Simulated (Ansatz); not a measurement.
# B2PLYP/STO-3G run of SiHF (SMILES F[SiH])

What is the electronic atomisation energy of SiHF at B2PLYP/STO-3G? 

The results are computed with Ansatz 0.2.0.

61 further runs of the same task are left out: 7 that didn't finish, 54 set aside as unsound or not needed.

### Step 1. The system as given

The species is SiHF (3 atoms), meant as a singlet with charge 0. As SMILES, `F[SiH]`. Geometry: relaxed at PBE0-D4/def2-TZVP.

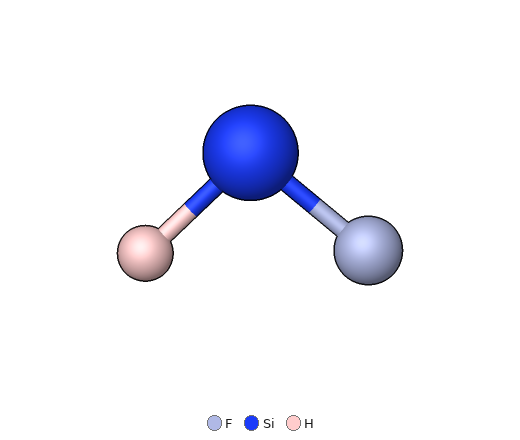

Viewed from a chosen angle; fluorine light blue, silicon blue, hydrogen pink.

### Step 2. A single-point energy at B2PLYP/STO-3G

The input, input.yaml:

```yaml
crystal:
  periodic: [false, false, false]
  atoms:
    - {symbol: F, position_ang: [-1.090200, 0.024400, -0.602300]}
    - {symbol: Si, position_ang: [0.186800, 0.629400, 0.173800]}
    - {symbol: H, position_ang: [0.892400, -0.718600, 0.415300]}
basis:
  gaussian: {orbitals: STO-3G}
hamiltonian: {xc: {name: B2PLYP}}
correlation: {frozen_orbitals: {F: 1, H: 0, Si: 5}}
accuracy: high
```

Launch:

```console
$ ansatz run input.yaml --threads 1 --pin off --max-ram 2610MiB --events-out events.jsonl --progress --plain --runs-dir runs
```

The program printed:

```text
Warning: RAYON_NUM_THREADS=1 ignored (pool sized by the plan → 1); use --threads N
Functional definition: B2PLYP
  name "B2PLYP"
  parameter a = 0.53
  parameter c = 0.27
  exchange = (1 - a)*b88_x + a*exact_x
  correlation = (1 - c)*lyp_c + c*(mp2_os + mp2_ss)
246 factors; integrals over basis functions are off by at most 3.3e-8 eV
mean field evaluation 1: about -10469.6141 eV, gradient 1.6e1 eV
mean field evaluation 2: about -10469.6265 eV, gradient 1.6e1 eV
mean field evaluation 4: about -10470.8956 eV, gradient 8.5e-1 eV
mean field evaluation 8: about -10470.8982 eV, gradient 1.1e-2 eV
mean field evaluation 16: about -10470.8982 eV, gradient 4.3e-8 eV
mean field -10470.89818955 eV, -384.7984110361 hartree, gradient 4.3e-8 eV, S^2 0.000000; 0 other end points of the search recorded, 0 dependent functions left out
6 core orbitals not correlated: weight in the atoms' cores, before any rotation towards them, 1.000 or more for the frozen orbitals, at most 0.000 for the correlated occupied ones
reference -10470.89820315 eV, -384.7984115362 hartree; 6, 6 occupied and 3, 3 virtual orbitals, 246 factors
second order -2.30860565 eV of doubles, -0.00000000 eV of singles
Total energy: -10471.52152668 eV, -384.8213182533 hartree
```

It took 0.56 s on 1 thread of AMD EPYC 9R14 (Zen 4), shared host.

### Step 3. The F atom at the same level

The input, job.yaml:

```yaml
crystal:
  periodic: [false, false, false]
  atoms:
    - {symbol: F, position_ang: [0.000000, 0.000000, 0.000000]}
basis:
  gaussian: {orbitals: STO-3G}
magnetization: {spin_polarized: true, initial_magnetization: 1}
hamiltonian: {xc: {name: B2PLYP}}
correlation: {frozen_orbitals: {F: 1}}
accuracy: high
```

Run the same way, it converges to -98.18742 Eh (log not shown).

### Step 4. The H atom, same level

The input, input.yaml:

```yaml
crystal:
  periodic: [false, false, false]
  atoms:
    - {symbol: H, position_ang: [0.000000, 0.000000, 0.000000]}
basis:
  gaussian: {orbitals: STO-3G}
magnetization: {spin_polarized: true, initial_magnetization: 1}
hamiltonian: {xc: {name: B2PLYP}}
correlation: {frozen_orbitals: {H: 0}}
accuracy: high
```

Run the same way, it converges to -0.46478 Eh (log not shown).

### Step 5. The Si atom, same level

The input, run.yaml:

```yaml
basis:
  gaussian:
    orbitals: STO-3G
crystal:
  periodic: [false, false, false]
  atoms:
    - {symbol: Si, position_ang: [0.000000, 0.000000, 0.000000]}
accuracy: high
hamiltonian:
  xc: {name: B2PLYP}
magnetization:
  spin_polarized: true
  initial_magnetization: 2
correlation:
  frozen_orbitals: {Si: 5}
```

Launch:

```console
$ ansatz run run.yaml --threads 1 --pin off --max-ram 2610MiB --events-out events.jsonl --progress --plain --runs-dir runs
```

The program printed, shortened:

```text
Warning: RAYON_NUM_THREADS=1 ignored (pool sized by the plan → 1); use --threads N
[... 6 set-up lines as earlier in the session ...]
42 factors; integrals over basis functions are off by at most 1.8e-9 eV
mean field evaluation 1: about -7777.3524 eV, gradient 4.8e-1 eV
mean field evaluation 2: about -7777.3525 eV, gradient 4.8e-1 eV
mean field evaluation 4: about -7777.3531 eV, gradient 1.5e-3 eV
mean field evaluation 8: about -7777.3531 eV, gradient 6.4e-9 eV
mean field -7777.35308898 eV, -285.8124543406 hartree, gradient 6.4e-9 eV, S^2 2.000001; 0 other end points of the search recorded, 0 dependent functions left out
5 core orbitals not correlated: weight in the atoms' cores, before any rotation towards them, 1.000 or more for the frozen orbitals, at most 0.000 for the correlated occupied ones
reference -7777.35310202 eV, -285.8124548198 hartree; 3, 1 occupied and 1, 3 virtual orbitals, 42 factors
second order -0.27078590 eV of doubles, 0.00000000 eV of singles
Total energy: -7777.42621421 eV, -285.8151416434 hartree
```

Wall time 0.24 s (1 thread of AMD EPYC 9R14 (Zen 4), shared host).

### Step 6. Results

Level: B2PLYP/STO-3G, 6 core orbitals frozen.

```
                     quantity          value
       molecule: total energy  -384.82132 Eh
         F atom: total energy   -98.18742 Eh
                 F atom: ⟨S²⟩          0.750
         H atom: total energy    -0.46478 Eh
                 H atom: ⟨S²⟩          0.750
        Si atom: total energy  -285.81514 Eh
                Si atom: ⟨S²⟩          2.000
electronic atomisation energy       9.632 eV
```

**Reading.** Taking the molecule apart into free atoms costs 9.63 eV (222 kcal/mol), before zero-point energy and without spin-orbit coupling. In a minimal basis such a difference can be off by several eV, whatever the method.
